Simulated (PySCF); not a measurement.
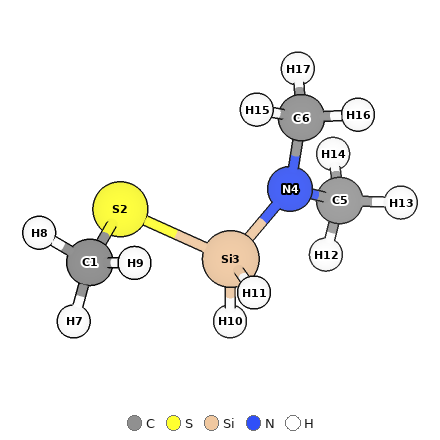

C₃H₁₁NSSi, SMILES CS[SiH2]N(C)C. Vertical core-electron binding energies by ΔSCF (SCAN, pcX-2 on the ionised atom, pcseg-1 elsewhere, spin-free X2C; PySCF 2.14.0, at a PBE0-D3(BJ)/def2-SVP geometry (no frequency check)), gas phase, against the vacuum level. One atom of each kind was ionised; within a panel, areas follow the number of like atoms and 2j + 1 (2p levels are split by first-order spin-orbit coupling, an approximation), Gaussians of 0.4 eV full width. Only the regions named are shown.

### Predict the S 2p photoelectron lines.

```csv
level,atoms,binding energy (eV)
S 2p1/2,S2,169.8
S 2p3/2,S2,168.5
```

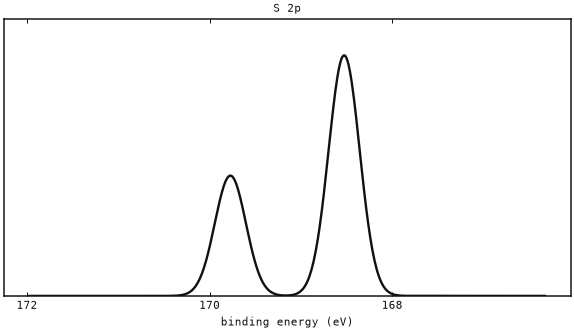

Note: one conformer of a flexible molecule.
